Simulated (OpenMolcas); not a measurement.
# Hf²⁺: multiconfigurational calculation

Hf²⁺. Computed at this level: state-averaged CASSCF, active space 2 electrons in the shells 5d 6s, basis ANO-RCC-VDZP, DKH2 scalar Hamiltonian, spin-orbit coupling by RASSI with atomic mean-field integrals (OpenMolcas).

Summary:

| quantity | value |
| --- | --- |
| outcome | converged |
| lowest level | 5d² ³F₂ |
| first excited level | 5d² ³F₃, 3,835 cm⁻¹ |
| energy of the lowest spin-free term | −15063.29111 hartree |
| energy of the lowest spin-orbit level | −15063.31277 hartree |
| largest spread among components of a term | 0.0 cm⁻¹ |
| hardware | 1 CPU thread, shared host |
| wall time | 15 s |

Notes:

Without dynamic correlation the gaps between configurations can be off by an electronvolt or more. To bear in mind: single d shell misplaces d against s configurations; levels of higher terms that fall inside the range are not drawn; only configurations of the active space are included.

The input:
```
&GATEWAY
Coord
1

Hf 0.0 0.0 0.0
Basis=ANO-RCC-VDZP
Group=XYZ
NoMove
AngMom=0.0 0.0 0.0
AMFI
&SEWARD
&RASSCF
FileOrb=start.orb
Symmetry=1
Spin=3
nActEl=2 0 0
Inactive=15 19
Ras2=6 0
CIRoot=15 15 1
SDav=15
CIMx=300
Iter=120 100
PrWF=0.3
OrbListing=Nothing
MaxOrb=0
Atom
>>> COPY $Project.JobIph JOB001
&RASSCF
FileOrb=start.orb
Symmetry=1
Spin=1
nActEl=2 0 0
Inactive=15 19
Ras2=6 0
CIRoot=21 21 1
SDav=21
CIMx=300
Iter=120 100
PrWF=0.3
OrbListing=Nothing
MaxOrb=0
Atom
CIOnly
>>> COPY $Project.JobIph JOB002
&RASSI
NrOfJobIphs=2 15 21
1 2 3 4 5 6 7 8 9 10 11 12 13 14 15
1 2 3 4 5 6 7 8 9 10 11 12 13 14 15 16 17 18 19 20 21
IphNames
JOB001
JOB002
EJob
SpinOrbit
DIPRint=1.0
SOCoupling=1000.0
Subsets=2
MEES
Property=10
'ANGMOM' 1 'ANGMOM' 2 'ANGMOM' 3 'MLTPL  1' 1 'MLTPL  1' 2 'MLTPL  1' 3
'AMFI' 1 'AMFI' 2 'AMFI' 3 'MLTPL  2' 6
SOProperty=3
'ANGMOM' 1 'ANGMOM' 2 'ANGMOM' 3
```

The file start.orb holds starting orbitals from an earlier step. A driver script formed the levels outside the program, from RASSI's spin-orbit matrix and the active-space energies, averaged over the components of each term or state.

Output (extracts):
```
--- SEWARD ---
Basis set label: HF.ANO-RCC...7S6P4D2F1G.

      Electronic valence basis set:
      ------------------
      Associated Effective Charge  72.000000 au
      Associated Actual Charge     72.000000 au
      Nuclear Model: Point charge

      Shell  nPrim  nBasis  Cartesian Spherical Contaminant
         s      24       7        X
         p      21       6        X
         d      15       4                 X
         f      11       2                 X
         g       4       1                 X
                  Relativistic Douglas-Kroll-Hess integrals:
                    - DKH order of Hamiltonian: 2
                    - DKH order of Properties : 0
                  Atomic mean-field integrals
--- RASSCF ---
Wave function specifications:
      -----------------------------

      Number of closed shell electrons          68
      Number of electrons in active shells       2
      Max number of holes in RAS1 space          0
      Max nr of electrons in RAS3 space          0
      Number of inactive orbitals               34
      Number of active orbitals                  6
      Number of secondary orbitals              28
      Spin quantum number                      1.0
      State symmetry                             1
Orbital specifications:
      -----------------------

      Symmetry species                           1   2
                                                ag  au
      Frozen orbitals                            0   0
      Inactive orbitals                         15  19
      Active orbitals                            6   0
      RAS1 orbitals                              0   0
      RAS2 orbitals                              6   0
      RAS3 orbitals                              0   0
      Secondary orbitals                        15  13
      Deleted orbitals                           0   0
      Number of basis functions                 36  32
      Number of CSFs                            15
      Number of root(s) required                15
      Iter CI   SX   CI       RASSCF       Energy    max ROT     max BLB   max BLB  Level Ln srch  Step   QN
          iter iter root      energy       change     param      element    value   shift minimum  type update
 Nr of preliminary CI iterations:   1
      Total energies have been shifted. Add               -15000.00 au
        1   1    2    0   -63.27934423    0.00E+00   1.22E-07   17  23 2 -1.72E-07   0.21   0.00    SX    NO
        2   1    2    0   -63.27934423   -2.55E-11   2.50E-08   14  27 2 -1.03E-07   0.21   0.00    SX    NO
        3   1    2    0   -63.27934423   -9.09E-12   1.50E-08   14  27 2  1.03E-07   0.21   0.00    SX    NO
        4   1    2    0   -63.27934423    0.00E+00  -1.32E-08   14  27 2 -1.08E-07   0.21   0.00    SX    NO
      Convergence after  4 iterations
        5   1    2    0   -63.27934423   -3.64E-12  -1.32E-08   14  27 2  1.12E-07   0.21   0.00    SX    NO
      Natural orbitals and occupation numbers for root  1
      sym 1:   0.689082   0.310918   0.310918  -0.000000   0.689082   0.000000
      Natural orbitals and occupation numbers for root  2
      sym 1:   0.823659   0.176341   0.176341   0.823659   0.000000   0.000000
      Natural orbitals and occupation numbers for root  3
      sym 1:   0.000000   0.302671   0.697329   0.302671   0.697329   0.000000
::    RASSCF root number  1 Total energy: -15063.29110614
::    RASSCF root number  2 Total energy: -15063.29110614
::    RASSCF root number  3 Total energy: -15063.29110614
::    RASSCF root number  4 Total energy: -15063.29110614
::    RASSCF root number  5 Total energy: -15063.29110614
::    RASSCF root number  6 Total energy: -15063.29110614
::    RASSCF root number  7 Total energy: -15063.29110614
::    RASSCF root number  8 Total energy: -15063.27979411
::    RASSCF root number  9 Total energy: -15063.27979411
::    RASSCF root number 10 Total energy: -15063.27979411
::    RASSCF root number 11 Total energy: -15063.27979411
::    RASSCF root number 12 Total energy: -15063.27979411
::    RASSCF root number 13 Total energy: -15063.25114996
::    RASSCF root number 14 Total energy: -15063.25114996
::    RASSCF root number 15 Total energy: -15063.25114996
--- RASSCF ---
Wave function specifications:
      -----------------------------

      Number of closed shell electrons          68
      Number of electrons in active shells       2
      Max number of holes in RAS1 space          0
      Max nr of electrons in RAS3 space          0
      Number of inactive orbitals               34
      Number of active orbitals                  6
      Number of secondary orbitals              28
      Spin quantum number                      0.0
      State symmetry                             1
Orbital specifications:
      -----------------------

      Symmetry species                           1   2
                                                ag  au
      Frozen orbitals                            0   0
      Inactive orbitals                         15  19
      Active orbitals                            6   0
      RAS1 orbitals                              0   0
      RAS2 orbitals                              6   0
      RAS3 orbitals                              0   0
      Secondary orbitals                        15  13
      Deleted orbitals                           0   0
      Number of basis functions                 36  32
      Number of CSFs                            21
      Number of root(s) required                21
      Iter CI   SX   CI       RASSCF       Energy    max ROT     max BLB   max BLB  Level Ln srch  Step   QN
          iter iter root      energy       change     param      element    value   shift minimum  type update
 Nr of preliminary CI iterations:   1
        1   1    0    0-15063.23842209    0.00E+00   0.00E+00   15  21 1 -7.15E-03*  0.00   0.00    SX    NO
      Natural orbitals and occupation numbers for root  1
      sym 1:   0.257306   0.747288   0.000029   0.262808   0.000074   0.732495
      Natural orbitals and occupation numbers for root  2
      sym 1:   0.270775   0.000460   0.768738   0.248908   0.001169   0.709950
      Natural orbitals and occupation numbers for root  3
      sym 1:   0.786377   0.003125   0.241594   0.001231   0.277318   0.690354
::    RASSCF root number  1 Total energy: -15063.28615820
::    RASSCF root number  2 Total energy: -15063.28615820
::    RASSCF root number  3 Total energy: -15063.28615820
::    RASSCF root number  4 Total energy: -15063.28615820
::    RASSCF root number  5 Total energy: -15063.28615820
::    RASSCF root number  6 Total energy: -15063.23839595
::    RASSCF root number  7 Total energy: -15063.23839595
::    RASSCF root number  8 Total energy: -15063.23839595
::    RASSCF root number  9 Total energy: -15063.23839595
::    RASSCF root number 10 Total energy: -15063.23839595
::    RASSCF root number 11 Total energy: -15063.23839595
::    RASSCF root number 12 Total energy: -15063.23839595
::    RASSCF root number 13 Total energy: -15063.23839595
::    RASSCF root number 14 Total energy: -15063.23839595
::    RASSCF root number 15 Total energy: -15063.23489891
::    RASSCF root number 16 Total energy: -15063.21210293
::    RASSCF root number 17 Total energy: -15063.21210293
::    RASSCF root number 18 Total energy: -15063.21210293
::    RASSCF root number 19 Total energy: -15063.21210293
::    RASSCF root number 20 Total energy: -15063.21210293
::    RASSCF root number 21 Total energy: -15063.13509584
--- RASSI ---
SPIN-FREE ENERGIES:
  (Shifted by EMIN (a.u.) =     -15063.2911061419)

 SF State       Relative EMIN(au)   Rel lowest level(eV)    D:o, cm**(-1)      L_eff

     1             0.0000000000        0.0000000000              0.0000         3.0
     2             0.0000000000        0.0000000000              0.0000         3.0
     3             0.0000000000        0.0000000000              0.0000         3.0
     4             0.0000000000        0.0000000000              0.0000         3.0
     5             0.0000000000        0.0000000000              0.0000         3.0
     6             0.0000000000        0.0000000000              0.0000         3.0
     7             0.0000000000        0.0000000000              0.0000         3.0
    16             0.0049479375        0.1346402374           1085.9468         2.0
    17             0.0049479375        0.1346402374           1085.9468         2.0
    18             0.0049479375        0.1346402374           1085.9468         2.0
    19             0.0049479375        0.1346402374           1085.9468         2.0
    20             0.0049479375        0.1346402374           1085.9468         2.0
     8             0.0113120302        0.3078160239           2482.7037         2.0
     9             0.0113120302        0.3078160239           2482.7037         2.0
    10             0.0113120302        0.3078160239           2482.7037         2.0
    11             0.0113120302        0.3078160239           2482.7037         2.0
    12             0.0113120302        0.3078160239           2482.7037         2.0
    15             0.0399561774        1.0872629762           8769.3673         1.0
    13             0.0399561774        1.0872629762           8769.3673         1.0
    14             0.0399561774        1.0872629762           8769.3673         1.0
    21             0.0527101952        1.4343174818          11568.5507         4.0
    22             0.0527101952        1.4343174818          11568.5507         4.0
    23             0.0527101952        1.4343174818          11568.5507         4.0
    24             0.0527101952        1.4343174818          11568.5507         4.0
    25             0.0527101952        1.4343174818          11568.5507         4.0
    26             0.0527101952        1.4343174818          11568.5507         4.0
    27             0.0527101952        1.4343174818          11568.5507         4.0
    28             0.0527101952        1.4343174818          11568.5507         4.0
    29             0.0527101952        1.4343174818          11568.5507         4.0
    30             0.0562072336        1.5294767426          12336.0619         0.0
    31             0.0790032167        2.1497870448          17339.2019         2.0
    32             0.0790032167        2.1497870448          17339.2019         2.0
    33             0.0790032167        2.1497870448          17339.2019         2.0
    34             0.0790032167        2.1497870448          17339.2019         2.0
    35             0.0790032167        2.1497870448          17339.2019         2.0
    36             0.1560103040        4.2452566411          34240.3040         0.0
     Dipole printing threshold changed to   1.00000000E+00
Eigenvalues of complex Hamiltonian:
   -----------------------------------
  (Shifted by EMIN (a.u.) =     -15063.2911061419)

 SO State       Relative EMIN(au)   Rel lowest level(eV)    D:o, cm**(-1)     J-value

     1            -0.0216593395        0.0000000000              0.0000         1.8
     2            -0.0216593395        0.0000000001              0.0000         1.3
     3            -0.0216593395        0.0000000000              0.0000         1.8
     4            -0.0216593395        0.0000000001              0.0000         1.6
     5            -0.0216593395        0.0000000001              0.0000         1.3
     6            -0.0041858172        0.4754787657           3834.9949         2.7
     7            -0.0041858172        0.4754787657           3834.9949         2.0
     8            -0.0041858172        0.4754787657           3834.9949         2.3
     9            -0.0041858172        0.4754787657           3834.9949         2.7
    10            -0.0041858172        0.4754787657           3834.9949         2.1
    11            -0.0041858172        0.4754787657           3834.9949         2.4
    12            -0.0041858172        0.4754787657           3834.9949         2.4
    13            -0.0012454213        0.5554910130           4480.3372         0.9
    14            -0.0012454213        0.5554910130           4480.3372         0.6
    15            -0.0012454213        0.5554910130           4480.3372         0.7
    16             0.0006595339        0.6073274854           4898.4265         1.3
    17             0.0006595339        0.6073274855           4898.4265         1.7
    18             0.0006595339        0.6073274855           4898.4265         1.2
    19             0.0006595339        0.6073274857           4898.4265         1.8
    20             0.0006595339        0.6073274857           4898.4265         1.8
    21             0.0108819277        0.8854929908           7141.9826         2.3
    22             0.0108819277        0.8854929908           7141.9826         2.9
    23             0.0108819277        0.8854929908           7141.9826         3.7
    24             0.0108819277        0.8854929908           7141.9826         3.6
    25             0.0108819277        0.8854929908           7141.9826         3.1
    26             0.0108819277        0.8854929908           7141.9826         3.2
    27             0.0108819277        0.8854929908           7141.9826         3.5
    28             0.0108819277        0.8854929908           7141.9826         3.7
    29             0.0108819277        0.8854929908           7141.9826         2.0
    30             0.0124036556        0.9269013176           7475.9633         1.9
    31             0.0124036556        0.9269013176           7475.9633         1.2
    32             0.0124036556        0.9269013176           7475.9633         1.7
    33             0.0124036556        0.9269013176           7475.9633         1.7
    34             0.0124036556        0.9269013176           7475.9633         1.2
    35             0.0196836646        1.1250004545           9073.7406         2.7
    36             0.0196836646        1.1250004545           9073.7406         2.7
    37             0.0196836646        1.1250004545           9073.7406         2.3
    38             0.0196836646        1.1250004545           9073.7406         1.6
    39             0.0196836646        1.1250004545           9073.7406         1.5
    40             0.0196836646        1.1250004545           9073.7406         2.6
    41             0.0196836646        1.1250004545           9073.7406         2.8
Weights of the five most important spin-orbit-free states for each spin-orbit state.

 SO State  Total energy (au)           Spin-free states, spin, and weights
 -------------------------------------------------------------------------------------------------------
    1        -0.021659       7 1.0  0.2955    6 1.0  0.2762   16 0.0  0.1449    4 1.0  0.1389    3 1.0  0.0737
    2        -0.021659       2 1.0  0.3349    1 1.0  0.2215    4 1.0  0.1491   20 0.0  0.1371    3 1.0  0.1098
    3        -0.021659       7 1.0  0.2795    6 1.0  0.2654    5 1.0  0.1972   17 0.0  0.1454    3 1.0  0.0513
    4        -0.021659       1 1.0  0.2719    5 1.0  0.1915   19 0.0  0.1315    2 1.0  0.1219    4 1.0  0.1129
    5        -0.021659       3 1.0  0.2515    4 1.0  0.1890    5 1.0  0.1870   18 0.0  0.1398    2 1.0  0.1255
    6        -0.004186       7 1.0  0.6695    5 1.0  0.1292    4 1.0  0.0628    3 1.0  0.0523    6 1.0  0.0496
    7        -0.004186       1 1.0  0.2335    4 1.0  0.1830    5 1.0  0.1579    2 1.0  0.1294    3 1.0  0.1075
    8        -0.004186       5 1.0  0.2117    3 1.0  0.1992    6 1.0  0.1841    1 1.0  0.1587    4 1.0  0.1449
    9        -0.004186       6 1.0  0.5286    4 1.0  0.1873    5 1.0  0.1535    2 1.0  0.0480    7 1.0  0.0342
   10        -0.004186       2 1.0  0.3224    4 1.0  0.1811    1 1.0  0.1594    3 1.0  0.1040    5 1.0  0.0998
   11        -0.004186       3 1.0  0.3775    2 1.0  0.2744    5 1.0  0.1461    4 1.0  0.1035    1 1.0  0.0555
   12        -0.004186       1 1.0  0.3426    2 1.0  0.1860    4 1.0  0.1373    3 1.0  0.1303    5 1.0  0.1018
```

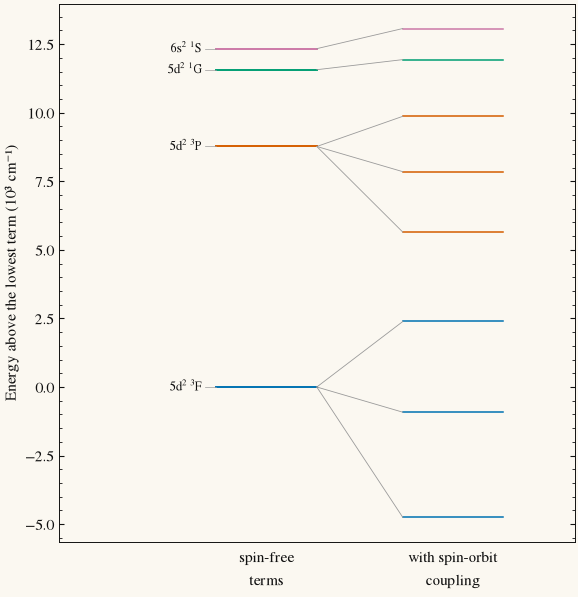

Figure 1. Terms of Hf²⁺ without and with spin-orbit coupling; the J values are left off. 5d² ³F (at 0) splits over 7,140 cm⁻¹ into J = 2, 3, 4 from the bottom up (normal); 5d² ³P (at 8,770 cm⁻¹) splits over 4,220 cm⁻¹ into J = 0, 1, 2 from the bottom up (normal); 5d² ¹G (at 11,600 cm⁻¹) gives the one level J = 4; 6s² ¹S (at 12,300 cm⁻¹) gives the one level J = 0. The ground level lies 4,750 cm⁻¹ below the lowest term.

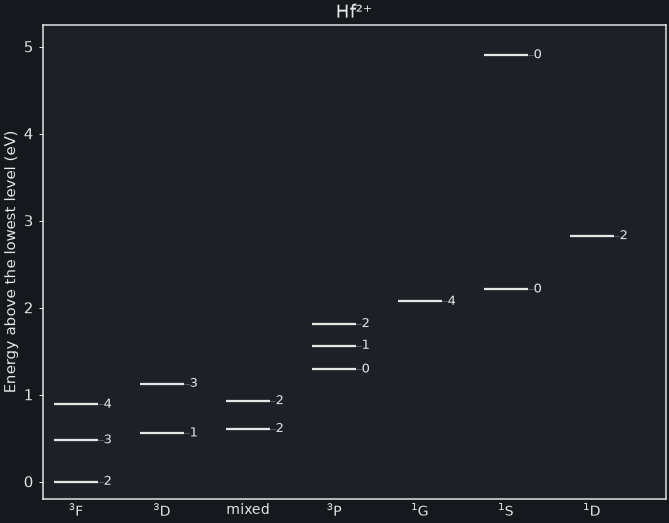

Figure 2. Level diagram of Hf²⁺. The lowest level is 5d² ³F₂. The first excited level, 5d² ³F₃, lies at 0.475 eV. The ground term spreads over 0.885 eV in the order J = 2, 3, 4, a normal multiplet. All levels drawn have even parity, so no electric dipole line joins them. The leading LS term holds 88 % of a level on average, 84 % of the ground level. The ground level has g = 0.723. Spin-orbit coupling puts the ground level 0.589 eV below the lowest spin-free term.

```csv
Configuration,Level,E (eV)
5d²,³F₂,0
5d²,³F₃,0.4755
5d 6s,³D₁,0.5555
5d 6s,"J = 2 (even, mixed)",0.6073
5d²,³F₄,0.8855
5d 6s,"J = 2 (even, mixed)",0.9269
5d 6s,³D₃,1.125
5d²,³P₀,1.290
5d²,³P₁,1.563
5d²,³P₂,1.813
5d²,¹G₄,2.069
6s²,¹S₀,2.210
5d 6s,¹D₂,2.824
5d²,¹S₀,4.903
```
